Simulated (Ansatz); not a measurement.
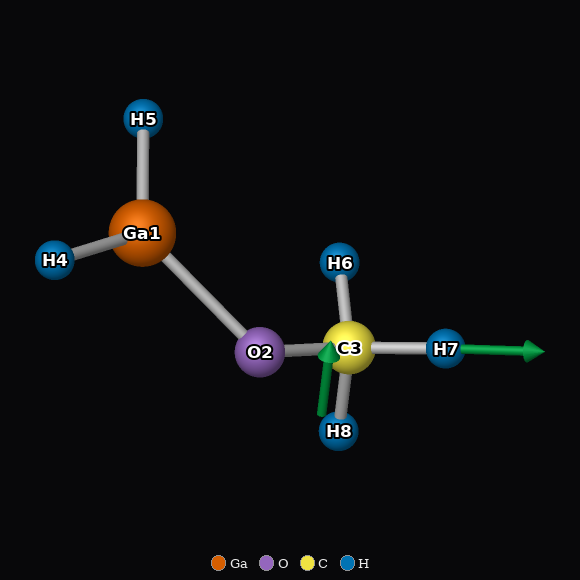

The arrows show one normal mode. Harmonic vibrations computed with RKS PBE0-D4/def2-TZVP (Ansatz 0.2.0) at a stationary point of the same level.

### What kind of motion is it?

Mostly out-of-phase stretching of 2 C–H bonds.

### Estimate its harmonic wavenumber.

3071 cm⁻¹; it is mode 18 of 18 counted from the lowest.
